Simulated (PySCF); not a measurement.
C3F8, SMILES `FC(F)(F)C(F)(F)C(F)(F)F`.

Method: CAM-B3LYP/cc-pVDZ; geometry: GFN2-xTB; program: PySCF. No frequency check shows the geometry to be a minimum. Without diffuse functions Rydberg states are missing, so the states' numbers hold for this basis only.

Coordinates in Å:

```
F1      -2.3700    0.5493   -0.0002
C2      -1.3009   -0.2334    0.0020
F3      -1.3544   -1.0102    1.0758
F4      -1.3542   -1.0102   -1.0760
C5       0.0000    0.6251   -0.0000
F6       0.0011    1.4183    1.0844
F7      -0.0011    1.4183   -1.0844
C8       1.3009   -0.2334   -0.0020
F9       1.3543   -1.0102    1.0760
F10      1.3544   -1.0102   -1.0757
F11      2.3700    0.5493    0.0002
```

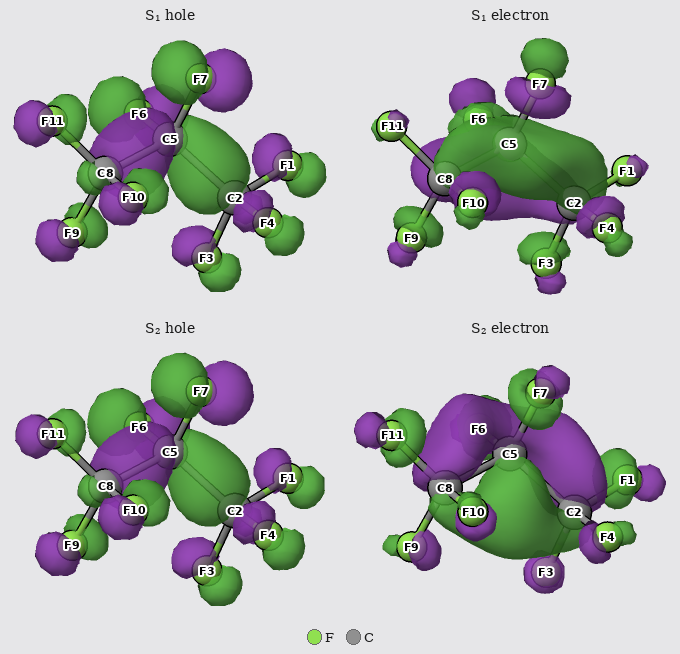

Leading natural transition orbitals (TDA singlet states).

Q: Describe these excited states.

A: By state:
- S₁: 10.27 eV (121 nm), f = 0.000 (dark); the leading pair carries 98 %; hole on C5 (18 %), F6 and F7 (16 % each) and C2 and C8 (11 % each), electron on C5 (30 %), F6 and F7 (13 % each) and C2 and C8 (11 % each); their centroids lie 0.1 Å apart.
- S₂: 10.73 eV (116 nm), f = 0.062; the leading pair carries 96 %; hole on F6 and F7 (17 % each), C5 (16 %) and C2 and C8 (10 % each), electron on C5 (24 %), C2 and C8 (15 % each) and F6 and F7 (9 % each); their centroids lie 0.1 Å apart.
